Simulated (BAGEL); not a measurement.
**HF/3-21G (density fitting with qzvpp-jkfit) run of C3H4FN (SMILES FCC1=NC1)**

What is the vertical singlet–triplet gap of C3H4FN at HF/3-21G (density fitting with qzvpp-jkfit)? 

The calculation is run with BAGEL 1.2.2.

### 1 Starting point

C3H4FN has 9 atoms, charge 0, and is taken as a singlet. As SMILES, `FCC1=NC1`. The coordinates come from a GFN2-xTB relaxation. This is one conformer, not always the lowest.

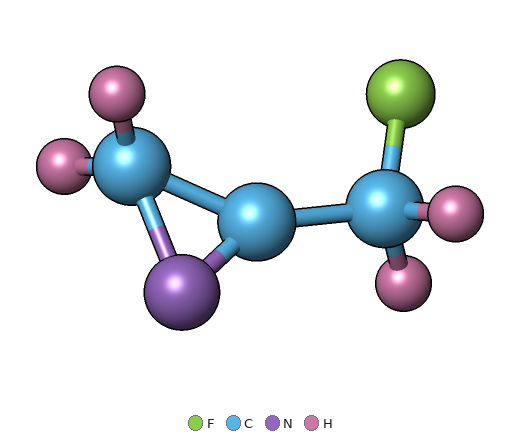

The structure, seen from a chosen angle (fluorine green, carbon blue, nitrogen purple, hydrogen pink).

### 2 A single-point energy at HF/3-21G (density fitting with qzvpp-jkfit)

The input, hf.json:

```json
{ "bagel": [

{
  "title": "molecule",
  "basis": "3-21g",
  "df_basis": "qzvpp-jkfit",
  "angstrom": true,
  "geometry": [
    { "atom": "F", "xyz": [   -0.963540,    1.474060,    0.993130 ] },
    { "atom": "C", "xyz": [    0.209450,    0.765350,    1.040900 ] },
    { "atom": "C", "xyz": [    0.289370,   -0.217830,   -0.033970 ] },
    { "atom": "N", "xyz": [    0.980520,   -1.124020,   -0.560580 ] },
    { "atom": "C", "xyz": [   -0.340730,   -0.817050,   -1.199140 ] },
    { "atom": "H", "xyz": [    0.252880,    0.268850,    2.019390 ] },
    { "atom": "H", "xyz": [    1.031870,    1.488400,    0.959640 ] },
    { "atom": "H", "xyz": [   -1.134750,   -1.540460,   -1.071730 ] },
    { "atom": "H", "xyz": [   -0.325060,   -0.297290,   -2.147660 ] }
  ]
},
{
  "title": "hf"
},
{
  "title": "print",
  "file": "orbitals.molden",
  "orbitals": true
}

]}
```

Launch:

```sh
BAGEL_NUM_THREADS=1 BAGEL hf.json > hf.out
```

The program printed:

```text
* using 1 threads per process

  ===============================================================
  ===============================================================

  *** Geometry ***

  { "atom" : "F", "xyz" : [     -1.820827,      2.785570,      1.876744 ] },
  { "atom" : "C", "xyz" : [      0.395803,      1.446302,      1.967016 ] },
  { "atom" : "C", "xyz" : [      0.546830,     -0.411639,     -0.064194 ] },
  { "atom" : "N", "xyz" : [      1.852914,     -2.124090,     -1.059343 ] },
  { "atom" : "C", "xyz" : [     -0.643886,     -1.544001,     -2.266046 ] },
  { "atom" : "H", "xyz" : [      0.477874,      0.508053,      3.816094 ] },
  { "atom" : "H", "xyz" : [      1.949952,      2.812668,      1.813457 ] },
  { "atom" : "H", "xyz" : [     -2.144367,     -2.911048,     -2.025276 ] },
  { "atom" : "H", "xyz" : [     -0.614274,     -0.561797,     -4.058489 ] },

  Number of auxiliary basis functions:      451

  Since a DF basis is specified, we compute 2- and 3-index integrals:
    o Being stored without compression. Storage requirement is 0.010 GB

  Number of basis functions:       53
  Number of electrons      :       38

    * METHOD: MOLECULE                             0.15

  *** RHF ***

  === Nuclear Repulsion ===
   160.7469136772

      * DIIS with orbital gradients will be used.

  === RHF iteration (3-21g) ===
      0       -268.04867469          0.02468023           0.03
      1       -268.14190636          0.01773402           0.03
      2       -268.19815030          0.00225794           0.03
      3       -268.20015391          0.00114238           0.03
      4       -268.20049297          0.00031431           0.03
      5       -268.20058666          0.00014170           0.03
      6       -268.20060162          0.00005705           0.03
      7       -268.20060420          0.00001910           0.03
      8       -268.20060445          0.00000549           0.03
      9       -268.20060446          0.00000253           0.03
     10       -268.20060446          0.00000084           0.03
     11       -268.20060446          0.00000038           0.03
     12       -268.20060446          0.00000009           0.03
     13       -268.20060446          0.00000004           0.03
     14       -268.20060446          0.00000002           0.03
     15       -268.20060446          0.00000001           0.03
    * SCF iteration converged.

    * Permanent dipole moment:
           (    0.055860,    -0.325855,    -0.324471) a.u.

    * METHOD: HF                                   0.52

    * METHOD: PRINT                                0.01

  ===============================================================
```

It took 0.85 s on 1 thread of Intel Xeon at 2.60GHz (Ice Lake), shared host; peak memory 0.083 GiB.

### 3 The triplet

The input, input.json:

```json
{ "bagel" : [

{
  "title" : "molecule",
  "basis" : "3-21g",
  "df_basis" : "qzvpp-jkfit",
  "angstrom" : true,
  "geometry" : [
    { "atom" : "F", "xyz" : [      -0.963540,       1.474060,       0.993130 ] },
    { "atom" : "C", "xyz" : [       0.209450,       0.765350,       1.040900 ] },
    { "atom" : "C", "xyz" : [       0.289370,      -0.217830,      -0.033970 ] },
    { "atom" : "N", "xyz" : [       0.980520,      -1.124020,      -0.560580 ] },
    { "atom" : "C", "xyz" : [      -0.340730,      -0.817050,      -1.199140 ] },
    { "atom" : "H", "xyz" : [       0.252880,       0.268850,       2.019390 ] },
    { "atom" : "H", "xyz" : [       1.031870,       1.488400,       0.959640 ] },
    { "atom" : "H", "xyz" : [      -1.134750,      -1.540460,      -1.071730 ] },
    { "atom" : "H", "xyz" : [      -0.325060,      -0.297290,      -2.147660 ] }
  ]
},

{
  "title" : "uhf",
  "nopen" : 2
},

{
  "title" : "print",
  "file" : "orbitals.molden",
  "orbitals" : true
}

]}
```

Launch:

```sh
BAGEL_NUM_THREADS=1 BAGEL input.json > input.out
```

The program printed:

```text
* using 1 threads per process

  ===============================================================
  ===============================================================

  *** Geometry ***

  { "atom" : "F", "xyz" : [     -1.820827,      2.785570,      1.876744 ] },
  { "atom" : "C", "xyz" : [      0.395803,      1.446302,      1.967016 ] },
  { "atom" : "C", "xyz" : [      0.546830,     -0.411639,     -0.064194 ] },
  { "atom" : "N", "xyz" : [      1.852914,     -2.124090,     -1.059343 ] },
  { "atom" : "C", "xyz" : [     -0.643886,     -1.544001,     -2.266046 ] },
  { "atom" : "H", "xyz" : [      0.477874,      0.508053,      3.816094 ] },
  { "atom" : "H", "xyz" : [      1.949952,      2.812668,      1.813457 ] },
  { "atom" : "H", "xyz" : [     -2.144367,     -2.911048,     -2.025276 ] },
  { "atom" : "H", "xyz" : [     -0.614274,     -0.561797,     -4.058489 ] },

  Number of auxiliary basis functions:      451

  Since a DF basis is specified, we compute 2- and 3-index integrals:
    o Being stored without compression. Storage requirement is 0.010 GB

  Number of basis functions:       53
  Number of electrons      :       38

    * METHOD: MOLECULE                             0.22

  *** Open-shell HF ***

  === Nuclear Repulsion ===
   160.7469136772

      * DIIS with orbital gradients will be used.

  === UHF iteration (3-21g) ===
      0       -267.89143046          0.04557901           0.05
      1       -268.00207425          0.02930247           0.05
      2       -268.03268718          0.01851857           0.05
      3       -268.05246187          0.00297316           0.05
      4       -268.05510340          0.00179315           0.05
      5       -268.05645856          0.00112858           0.05
      6       -268.05727599          0.00042134           0.06
      7       -268.05737905          0.00027730           0.05
      8       -268.05743134          0.00018857           0.06
      9       -268.05747184          0.00011387           0.05
     10       -268.05748848          0.00006527           0.05
     11       -268.05749268          0.00003928           0.06
     12       -268.05749372          0.00002195           0.05
     13       -268.05749409          0.00001104           0.06
     14       -268.05749415          0.00000855           0.06
     15       -268.05749421          0.00000792           0.06
     16       -268.05749425          0.00000796           0.05
     17       -268.05749425          0.00000796           0.06
     18       -268.05749421          0.00000777           0.06
     19       -268.05749417          0.00000763           0.06
     20       -268.05749415          0.00000757           0.06
     21       -268.05749415          0.00000757           0.05
     22       -268.05749413          0.00000747           0.06
     23       -268.05749416          0.00000754           0.06
     24       -268.05749416          0.00000754           0.06
     25       -268.05749401          0.00000720           0.06
     26       -268.05749394          0.00000693           0.05
     27       -268.05749384          0.00000668           0.06
     28       -268.05749371          0.00000602           0.06
     29       -268.05749342          0.00000402           0.05
     30       -268.05749338          0.00000285           0.06
     31       -268.05749332          0.00000165           0.05
     32       -268.05749331          0.00000117           0.06
     33       -268.05749331          0.00000095           0.06
     34       -268.05749331          0.00000070           0.06
     35       -268.05749330          0.00000043           0.06
     36       -268.05749330          0.00000030           0.06
     37       -268.05749330          0.00000025           0.05
     38       -268.05749330          0.00000022           0.05
     39       -268.05749330          0.00000019           0.05
     40       -268.05749330          0.00000013           0.06
     41       -268.05749330          0.00000009           0.06
     42       -268.05749330          0.00000006           0.05
     43       -268.05749330          0.00000002           0.05
     44       -268.05749330          0.00000001           0.05
     45       -268.05749330          0.00000001           0.05
    * SCF iteration converged.

    * S^2 (UHF) is 2.0260

    * Permanent dipole moment:
           (   -0.079976,     0.209121,     0.187666) a.u.

    * METHOD: UHF                                  2.64

    * METHOD: PRINT                                0.01

  ===============================================================
```

It took 3.3 s on 1 thread of Intel Xeon at 2.60GHz (Ice Lake), shared host; peak memory 0.083 GiB.

### 4 Outcome

Level: HF/3-21G (density fitting with qzvpp-jkfit).

| quantity | value |
| --- | --- |
| singlet: total energy | -268.20060 Eh |
| singlet: dipole moment | 1.18 D |
| singlet: HOMO energy | -11.05 eV |
| singlet: LUMO energy | 4.00 eV |
| singlet: HOMO–LUMO gap | 15.05 eV |
| triplet: total energy | -268.05749 Eh |
| triplet: dipole moment | 0.74 D |
| triplet: ⟨S²⟩ | 2.026 |
| vertical energy of the triplet above the singlet | 3.894 eV |

**Reading.** At this shape the triplet lies 3.89 eV (376 kJ/mol) above the singlet.
